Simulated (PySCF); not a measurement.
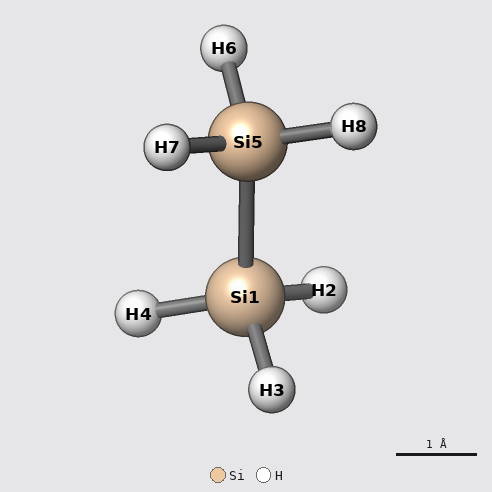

Numbered structure. Computed geometry: PBE0-D4/def2-TZVP optimisation. No frequency run is at hand to confirm it as a minimum.

Give these bond angles: H2–Si1–Si5, H2–Si1–H3.

```
     angle  degrees
H2–Si1–Si5    110.3
 H2–Si1–H3    108.7
```
